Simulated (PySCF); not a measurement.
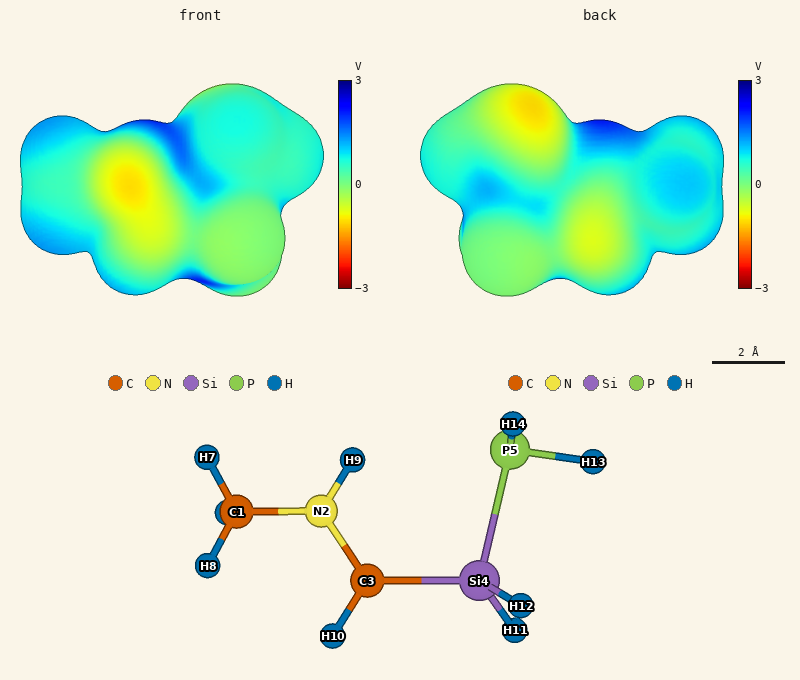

*C2H9NPSi (doublet). The molecular electrostatic potential painted on the density surface at 0.004 e/bohr³, seen from the front and from behind; red is negative and blue positive. The bare structure is drawn below in the same view.*

Geometry: GFN2-xTB.

Computed with UKS B3LYP, pcH-1 on C H N P Si, non-relativistic, mean-field spin-orbit, GIAO in PySCF.

```json
{"atom": "C", "x (Å)": "2.4401", "y (Å)": "-0.2292", "z (Å)": "0.0687"}
{"atom": "N", "x (Å)": "1.0239", "y (Å)": "-0.1616", "z (Å)": "0.2984"}
{"atom": "C", "x (Å)": "0.2585", "y (Å)": "0.8774", "z (Å)": "-0.1535"}
{"atom": "Si", "x (Å)": "-1.5699", "y (Å)": "0.7873", "z (Å)": "-0.3299"}
{"atom": "P", "x (Å)": "-2.0056", "y (Å)": "-1.4026", "z (Å)": "-0.0153"}
{"atom": "H", "x (Å)": "2.6855", "y (Å)": "-0.6065", "z (Å)": "-0.9324"}
{"atom": "H", "x (Å)": "2.8957", "y (Å)": "-0.8886", "z (Å)": "0.8080"}
{"atom": "H", "x (Å)": "2.8660", "y (Å)": "0.7685", "z (Å)": "0.1728"}
{"atom": "H", "x (Å)": "0.5443", "y (Å)": "-1.0549", "z (Å)": "0.3329"}
{"atom": "H", "x (Å)": "0.8049", "y (Å)": "1.7926", "z (Å)": "-0.3251"}
{"atom": "H", "x (Å)": "-2.0578", "y (Å)": "1.1246", "z (Å)": "-1.6801"}
{"atom": "H", "x (Å)": "-2.3602", "y (Å)": "1.5976", "z (Å)": "0.6182"}
{"atom": "H", "x (Å)": "-3.3594", "y (Å)": "-1.2927", "z (Å)": "-0.2378"}
{"atom": "H", "x (Å)": "-2.1665", "y (Å)": "-1.3123", "z (Å)": "1.3529"}
```

Which sites attract a positive test charge, and which a negative one?

Answer. A positive charge is drawn to the negative regions and a negative charge to the positive ones. The most negative region (about −1.0 V) lies over N2 and P5, the most positive (about +2.0 V) over Si4 and H9.
